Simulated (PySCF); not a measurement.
**Run report: C$_{3}$H$_{7}$FOSi, geometry relaxation (part 1 of 2)**

C$_{3}$H$_{7}$FOSi, computed with PBE0-D3(BJ)/def2-SVP geometry optimisation, gas phase (PySCF 2.14.0).

It belongs to a series of runs on one base structure; here: H on C replaced by CH2F.

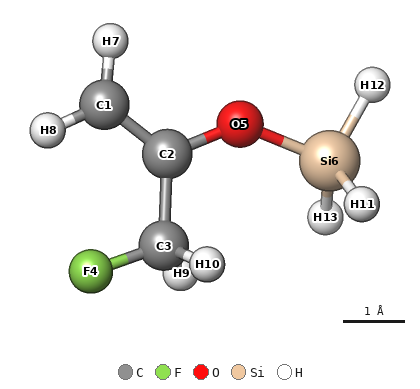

Fig. 1: The structure as given in the input (ball-and-stick view, seen at a tilt; atoms are numbered from 1 in the order of the input).

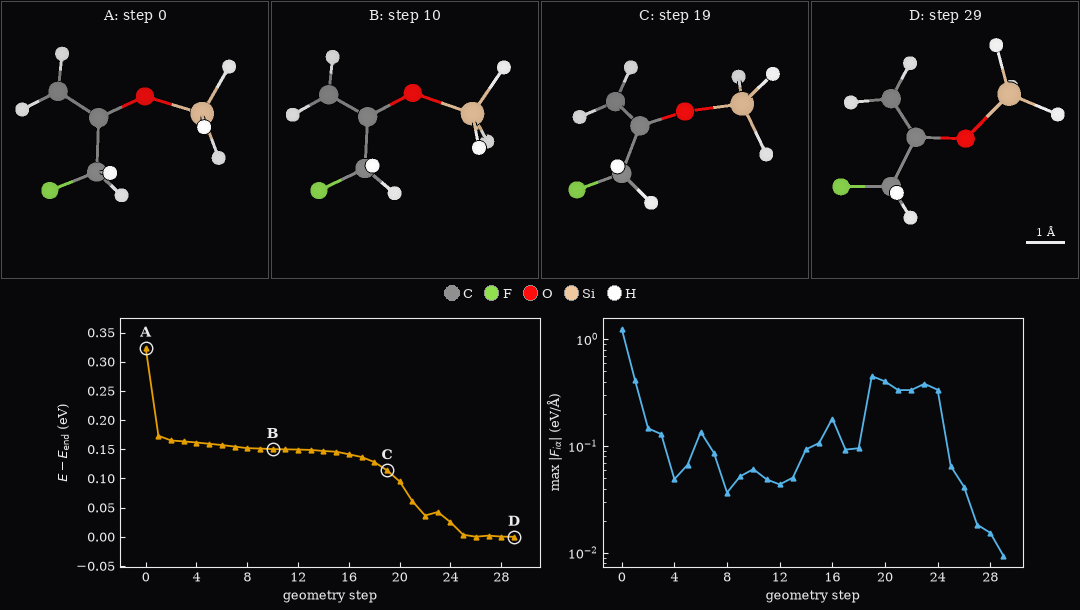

Fig. 2: Frames of the relaxation (ball-and-stick view, seen at a tilt) above the curves, on which the letters mark them (steps are counted from 0).

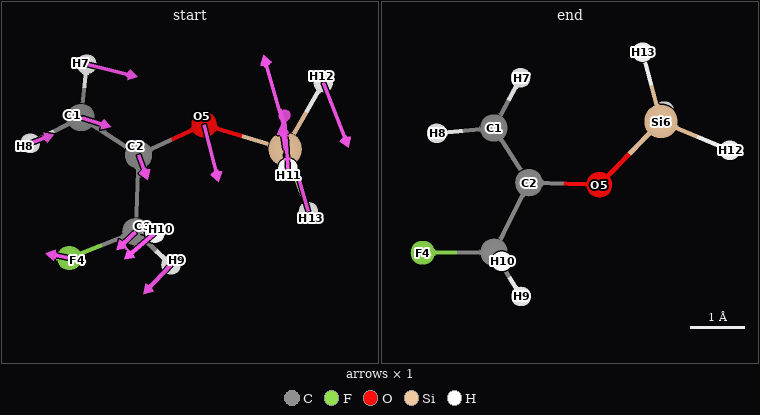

Fig. 3: Before (left) and after (right) the relaxation, at one scale (ball-and-stick view, seen at a tilt). The pink arrows give the displacements, at true length. After 29 geometry steps the energy has fallen by 0.324 eV. The largest force component goes from 1.3 to 0.0094 eV/Å. The atom that moves furthest after the best rigid fit is H13 (3.34 Å). Largest moves by element: H 3.34 Å, O 1.28 Å, C 0.65 Å, Si 0.57 Å, F 0.52 Å. Among the contacts that change: O5–Si6 1.633 → 1.684 Å, Si6–H11 1.453 → 1.492 Å, C1–H7 1.062 → 1.092 Å, C3–F4 1.333 → 1.363 Å. Among the angles that change: C2–O5–Si6 136.6° → 126.2°, O5–Si6–H12 99.1° → 104.9°, C1–C2–O5 120.9° → 126.4°. (Atoms are counted from 1 in the order of the input.)

The input that produced these results follows, with the program's output.

Input file
```
{"job": {"xc": "PBE0", "basis": "def2-SVP", "d3": "d3bj", "grid": 1, "shake": 0.01, "kind": "geom"}, "charge": 0, "multiplicity": 1}
C     -0.652880    -1.892040     0.624080
C     -0.283650    -0.696570     0.149610
C     -0.577350    -0.211850    -1.256030
F     -1.233410    -1.120880    -1.977100
O      0.416620     0.160990     0.911310
Si     1.060530     1.651610     0.735180
H     -0.437140    -2.163610     1.627660
H     -1.212420    -2.541530    -0.002010
H     -1.148380     0.720630    -1.200410
H      0.380730    -0.029110    -1.771430
H      2.052870     1.650150    -0.326720
H      1.639320     1.813020     2.069670
H      0.000980     2.642310     0.405860
```

The first line tells a small driver script what to run in PySCF; the rest is the geometry in Å.

Launch command:
```bash
OMP_NUM_THREADS=1 python <driver script> task.json out
```

Output
```
step   0  E = -582.32599691  max force = 0.024334
step   1  E = -582.33153625  max force = 0.008120
step   2  E = -582.33183471  max force = 0.002848
step   3  E = -582.33189098  max force = 0.002515
step   4  E = -582.33196168  max force = 0.000950
step   5  E = -582.33204355  max force = 0.001298
step   6  E = -582.33212198  max force = 0.002633
step   7  E = -582.33221933  max force = 0.001682
step   8  E = -582.33231738  max force = 0.000713
step   9  E = -582.33234323  max force = 0.001014
step  10  E = -582.33237891  max force = 0.001182
step  11  E = -582.33239406  max force = 0.000950
step  12  E = -582.33240555  max force = 0.000850
step  13  E = -582.33242858  max force = 0.000984
step  14  E = -582.33249621  max force = 0.001808
step  15  E = -582.33254222  max force = 0.002078
step  16  E = -582.33270148  max force = 0.003522
step  17  E = -582.33287643  max force = 0.001801
step  18  E = -582.33318999  max force = 0.001856
step  19  E = -582.33371213  max force = 0.008787
step  20  E = -582.33441359  max force = 0.007838
step  21  E = -582.33565899  max force = 0.006495
step  22  E = -582.33655988  max force = 0.006503
step  23  E = -582.33633477  max force = 0.007448
step  24  E = -582.33697603  max force = 0.006544
step  25  E = -582.33777049  max force = 0.001261
step  26  E = -582.33789140  max force = 0.000812
step  27  E = -582.33782469  max force = 0.000358
step  28  E = -582.33788516  max force = 0.000300
step  29  E = -582.33789962  max force = 0.000183
optimisation converged
```

Trajectory as extended XYZ (Å, eV, eV/Å), 30 frames, from step=0 to step=29
```
13
Properties=species:S:1:pos:R:3:forces:R:3 step=0 energy=-15845.89749
C    -0.6529   -1.8920    0.6241    0.1636   1.2513  -0.6871
C    -0.2837   -0.6966    0.1496   -0.1881  -0.4870  -0.1812
C    -0.5774   -0.2119   -1.2560    0.9514  -0.0340   0.7975
F    -1.2334   -1.1209   -1.9771   -0.8789  -0.8318  -0.5336
O     0.4166    0.1610    0.9113   -0.4977  -0.9738   0.0883
Si    1.0605    1.6516    0.7352   -0.1869   0.5319   0.3130
H    -0.4371   -2.1636    1.6277    0.2971  -0.3054   1.0298
H    -1.2124   -2.5415   -0.0020   -0.5476  -0.7109  -0.6271
H    -1.1484    0.7206   -1.2004   -0.1767   0.3677  -0.0618
H     0.3807   -0.0291   -1.7714    0.1661   0.3501   0.0805
H     2.0529    1.6502   -0.3267    0.6139   0.1289  -0.5495
H     1.6393    1.8130    2.0697    0.3109   0.5035   0.2962
H     0.0010    2.6423    0.4059   -0.0271   0.2097   0.0350
13
Properties=species:S:1:pos:R:3:forces:R:3 step=1 energy=-15846.04823
C    -0.8373   -1.8440    0.6178   -0.0496  -0.4175   0.2274
C    -0.3069   -0.7251    0.1391    0.0068   0.3512  -0.0983
C    -0.4767   -0.2679   -1.2806   -0.1953  -0.1122  -0.1691
F    -1.1533   -1.1934   -2.0312    0.1801   0.2394   0.1551
O     0.4112    0.1140    0.9238    0.1523   0.0738   0.0863
Si    1.0849    1.6388    0.7674   -0.0157  -0.0598  -0.1153
H    -0.6708   -2.1234    1.6637   -0.0768   0.0382  -0.1429
H    -1.4164   -2.4985   -0.0374    0.0863   0.0875   0.0583
H    -1.0408    0.6862   -1.2977    0.0287  -0.0427  -0.0073
H     0.5131   -0.0756   -1.7366   -0.0145  -0.0628  -0.0112
H     2.1174    1.6536   -0.3177   -0.0629   0.0049   0.0261
H     1.7283    1.9759    2.0640   -0.0376  -0.1015   0.0228
H     0.0282    2.6484    0.4576   -0.0017   0.0017  -0.0319
13
Properties=species:S:1:pos:R:3:forces:R:3 step=2 energy=-15846.05635
C    -0.8332   -1.8475    0.6285    0.0020  -0.0285  -0.0796
C    -0.3111   -0.7195    0.1463   -0.0062   0.0417   0.0707
C    -0.4736   -0.2585   -1.2743   -0.0755  -0.1465  -0.0943
F    -1.1527   -1.1704   -2.0287    0.0269   0.0672   0.0546
O     0.4162    0.1146    0.9266    0.0287  -0.0073   0.0683
Si    1.0810    1.6371    0.7537   -0.0068   0.0223  -0.0007
H    -0.6954   -2.1311    1.6729    0.0373   0.0445  -0.0171
H    -1.3950   -2.5009   -0.0367   -0.0288   0.0093  -0.0140
H    -1.0238    0.7018   -1.2959    0.0154   0.0118   0.0238
H     0.5202   -0.0853   -1.7278    0.0171  -0.0077   0.0116
H     2.0989    1.6545   -0.3404   -0.0158   0.0088  -0.0100
H     1.7292    1.9475    2.0533   -0.0033  -0.0179   0.0077
H     0.0203    2.6467    0.4546    0.0091   0.0023  -0.0210
13
Properties=species:S:1:pos:R:3:forces:R:3 step=3 energy=-15846.05788
C    -0.8359   -1.8455    0.6200    0.0875   0.1189   0.0362
C    -0.3067   -0.7143    0.1516   -0.0830  -0.0806  -0.0454
C    -0.4714   -0.2649   -1.2722    0.0484   0.0207  -0.0235
F    -1.1683   -1.1689   -2.0138   -0.0269  -0.0026   0.0070
O     0.4265    0.1147    0.9327   -0.0556  -0.1293  -0.0014
Si    1.0809    1.6400    0.7550   -0.0029   0.0547   0.0249
H    -0.6931   -2.1251    1.6629    0.0034  -0.0407   0.0515
H    -1.4068   -2.4886   -0.0465   -0.0140  -0.0030  -0.0149
H    -1.0041    0.7046   -1.2966    0.0093   0.0337  -0.0025
H     0.5240   -0.1140   -1.7304    0.0096   0.0106  -0.0052
H     2.0855    1.6670   -0.3494    0.0081   0.0033  -0.0185
H     1.7357    1.9370    2.0540    0.0089   0.0159  -0.0031
H     0.0147    2.6468    0.4649    0.0073  -0.0016  -0.0051
13
Properties=species:S:1:pos:R:3:forces:R:3 step=4 energy=-15846.05980
C    -0.8387   -1.8452    0.6240    0.0256   0.0467  -0.0144
C    -0.3069   -0.7191    0.1493   -0.0452  -0.0074  -0.0350
C    -0.4627   -0.2616   -1.2737    0.0286   0.0092   0.0297
F    -1.1805   -1.1463   -2.0168   -0.0325  -0.0197  -0.0132
O     0.4308    0.1038    0.9316    0.0166  -0.0489   0.0131
Si    1.0752    1.6345    0.7535   -0.0062   0.0374   0.0156
H    -0.6875   -2.1239    1.6665   -0.0141  -0.0275   0.0300
H    -1.4219   -2.4837   -0.0369    0.0026  -0.0181  -0.0086
H    -0.9730    0.7204   -1.2928    0.0089   0.0208  -0.0055
H     0.5365   -0.1296   -1.7305   -0.0057  -0.0043  -0.0033
H     2.0661    1.6724   -0.3634    0.0126  -0.0010  -0.0079
H     1.7417    1.9308    2.0469    0.0071   0.0132  -0.0073
H     0.0017    2.6364    0.4744    0.0017  -0.0006   0.0070
13
Properties=species:S:1:pos:R:3:forces:R:3 step=5 energy=-15846.06203
C    -0.8486   -1.8401    0.6247   -0.0482  -0.0573  -0.0336
C    -0.3036   -0.7223    0.1482   -0.0010   0.0423   0.0188
C    -0.4485   -0.2627   -1.2755    0.0417   0.0314   0.0667
F    -1.2127   -1.1147   -2.0090   -0.0216  -0.0222  -0.0324
O     0.4487    0.0878    0.9309    0.0610   0.0328  -0.0031
Si    1.0710    1.6306    0.7569   -0.0242   0.0048  -0.0136
H    -0.7063   -2.1287    1.6672   -0.0019   0.0178  -0.0181
H    -1.4387   -2.4689   -0.0404    0.0037  -0.0161   0.0096
H    -0.9112    0.7436   -1.2939    0.0047  -0.0042  -0.0057
H     0.5535   -0.1770   -1.7378   -0.0217  -0.0171  -0.0136
H     2.0270    1.6968   -0.3901    0.0092  -0.0103   0.0101
H     1.7711    1.9218    2.0335    0.0037  -0.0009  -0.0058
H    -0.0208    2.6227    0.5173   -0.0055  -0.0010   0.0206
13
Properties=species:S:1:pos:R:3:forces:R:3 step=6 energy=-15846.06416
C    -0.8839   -1.8207    0.6226   -0.1160  -0.1065  -0.0428
C    -0.2931   -0.7298    0.1400    0.0684   0.0934   0.0533
C    -0.4016   -0.2700   -1.2873    0.0865   0.0532   0.1172
F    -1.2815   -1.0209   -1.9974   -0.0532  -0.0871  -0.0782
O     0.5046    0.0419    0.9187    0.1003   0.1354  -0.0224
Si    1.0550    1.6192    0.7713   -0.0562  -0.0417  -0.0532
H    -0.7561   -2.1086    1.6687   -0.0026   0.0352  -0.0689
H    -1.4990   -2.4295   -0.0402    0.0120   0.0038   0.0341
H    -0.7259    0.7902   -1.3119   -0.0169  -0.0350  -0.0044
H     0.5959   -0.3191   -1.7648   -0.0298  -0.0115  -0.0131
H     1.8899    1.7812   -0.4595    0.0120  -0.0183   0.0386
H     1.8647    1.8768    1.9883    0.0046  -0.0135   0.0033
H    -0.0879    2.5780    0.6834   -0.0091  -0.0075   0.0365
13
Properties=species:S:1:pos:R:3:forces:R:3 step=7 energy=-15846.06681
C    -0.8867   -1.8142    0.6225   -0.0865  -0.0759  -0.0188
C    -0.2906   -0.7261    0.1386    0.0449   0.0473   0.0536
C    -0.3998   -0.2796   -1.2924    0.0565   0.0363   0.0595
F    -1.2698   -1.0494   -1.9985   -0.0151  -0.0359  -0.0359
O     0.5079    0.0482    0.9142    0.0649   0.0849  -0.0415
Si    1.0553    1.6262    0.7755   -0.0431  -0.0357  -0.0261
H    -0.7647   -2.1015    1.6689    0.0058   0.0382  -0.0460
H    -1.5010   -2.4233   -0.0401    0.0082   0.0024   0.0191
H    -0.7374    0.7759   -1.3288   -0.0166  -0.0259  -0.0037
H     0.5976   -0.3224   -1.7699   -0.0154  -0.0064  -0.0019
H     1.8833    1.7986   -0.4580    0.0015  -0.0115   0.0223
H     1.8765    1.8721    1.9876    0.0018  -0.0113   0.0021
H    -0.0896    2.5844    0.7125   -0.0069  -0.0063   0.0174
13
Properties=species:S:1:pos:R:3:forces:R:3 step=8 energy=-15846.06948
C    -0.9037   -1.7943    0.6240   -0.0151   0.0151   0.0253
C    -0.2820   -0.7234    0.1316   -0.0007  -0.0150   0.0130
C    -0.3760   -0.3019   -1.3068   -0.0128  -0.0202  -0.0367
F    -1.2441   -1.0850   -2.0066    0.0323   0.0272   0.0160
O     0.5290    0.0473    0.8970    0.0155  -0.0070  -0.0284
Si    1.0444    1.6359    0.7859   -0.0113  -0.0095   0.0196
H    -0.7941   -2.0619    1.6756    0.0042   0.0007   0.0011
H    -1.5223   -2.4057   -0.0313    0.0013   0.0082  -0.0032
H    -0.7120    0.7524   -1.3688   -0.0109  -0.0093  -0.0003
H     0.6226   -0.3590   -1.7784    0.0110   0.0089   0.0078
H     1.8124    1.8607   -0.4763   -0.0066   0.0039  -0.0014
H     1.9242    1.8498    1.9630   -0.0034  -0.0031  -0.0003
H    -0.1175    2.5741    0.8231   -0.0036   0.0000  -0.0125
13
Properties=species:S:1:pos:R:3:forces:R:3 step=9 energy=-15846.07018
C    -0.9102   -1.7861    0.6269    0.0118   0.0418   0.0195
C    -0.2772   -0.7242    0.1288   -0.0294  -0.0255   0.0006
C    -0.3638   -0.3117   -1.3124   -0.0268  -0.0346  -0.0521
F    -1.2189   -1.1066   -2.0157    0.0345   0.0291   0.0280
O     0.5368    0.0473    0.8898    0.0096  -0.0495  -0.0144
Si    1.0372    1.6399    0.7892   -0.0013   0.0123   0.0268
H    -0.8048   -2.0464    1.6804    0.0002  -0.0058   0.0180
H    -1.5318   -2.3970   -0.0253   -0.0004  -0.0006  -0.0125
H    -0.7113    0.7378   -1.3832   -0.0020   0.0070   0.0004
H     0.6388   -0.3617   -1.7761    0.0149   0.0120   0.0099
H     1.7826    1.8857   -0.4823   -0.0053   0.0088  -0.0082
H     1.9361    1.8451    1.9534   -0.0048   0.0029   0.0002
H    -0.1324    2.5667    0.8587   -0.0011   0.0023  -0.0160
13
Properties=species:S:1:pos:R:3:forces:R:3 step=10 energy=-15846.07115
C    -0.9274   -1.7645    0.6311    0.0145   0.0291   0.0036
C    -0.2661   -0.7267    0.1199   -0.0357  -0.0153  -0.0071
C    -0.3321   -0.3328   -1.3277   -0.0289  -0.0232  -0.0328
F    -1.1822   -1.1311   -2.0321    0.0206   0.0126   0.0204
O     0.5628    0.0374    0.8718    0.0216  -0.0608   0.0050
Si    1.0193    1.6441    0.8014    0.0011   0.0300   0.0150
H    -0.8343   -2.0115    1.6889   -0.0021  -0.0025   0.0172
H    -1.5573   -2.3715   -0.0168   -0.0034  -0.0070  -0.0106
H    -0.6741    0.7173   -1.4159    0.0057   0.0090  -0.0041
H     0.6769   -0.3927   -1.7759    0.0130   0.0124   0.0076
H     1.6960    1.9514   -0.4950    0.0003   0.0083  -0.0047
H     1.9690    1.8341    1.9271   -0.0067   0.0055   0.0030
H    -0.1696    2.5354    0.9553    0.0000   0.0019  -0.0125
13
Properties=species:S:1:pos:R:3:forces:R:3 step=11 energy=-15846.07157
C    -0.9371   -1.7514    0.6321    0.0157   0.0155  -0.0040
C    -0.2578   -0.7297    0.1125   -0.0344   0.0089  -0.0194
C    -0.3104   -0.3458   -1.3385   -0.0056  -0.0161  -0.0035
F    -1.1424   -1.1572   -2.0479    0.0017   0.0019   0.0037
O     0.5798    0.0299    0.8595    0.0319  -0.0488   0.0165
Si    1.0048    1.6462    0.8112   -0.0065   0.0343   0.0025
H    -0.8514   -1.9861    1.6935   -0.0064  -0.0100   0.0078
H    -1.5706   -2.3584   -0.0127   -0.0023  -0.0031  -0.0014
H    -0.6625    0.7000   -1.4378    0.0066   0.0077  -0.0023
H     0.7061   -0.3959   -1.7710    0.0043   0.0026   0.0001
H     1.6485    1.9937   -0.4923    0.0023   0.0008   0.0010
H     1.9733    1.8342    1.9210   -0.0075   0.0041   0.0046
H    -0.1993    2.5093    1.0024    0.0002   0.0024  -0.0056
13
Properties=species:S:1:pos:R:3:forces:R:3 step=12 energy=-15846.07188
C    -0.9483   -1.7316    0.6295   -0.0058  -0.0106  -0.0182
C    -0.2443   -0.7318    0.1008   -0.0210   0.0140   0.0036
C    -0.2817   -0.3612   -1.3543    0.0219   0.0313   0.0369
F    -1.1216   -1.1648   -2.0610   -0.0204  -0.0272  -0.0224
O     0.6113    0.0146    0.8419    0.0437  -0.0086   0.0000
Si    0.9865    1.6455    0.8289   -0.0169   0.0167  -0.0119
H    -0.8718   -1.9606    1.6933   -0.0031   0.0037  -0.0068
H    -1.5937   -2.3295   -0.0125    0.0006  -0.0052   0.0056
H    -0.6152    0.6897   -1.4661    0.0036  -0.0038  -0.0024
H     0.7380   -0.4297   -1.7771   -0.0042  -0.0065  -0.0030
H     1.5796    2.0519   -0.4821    0.0086  -0.0060   0.0096
H     1.9806    1.8323    1.9158   -0.0063   0.0030   0.0067
H    -0.2384    2.4643    1.0749   -0.0008  -0.0008   0.0023
```
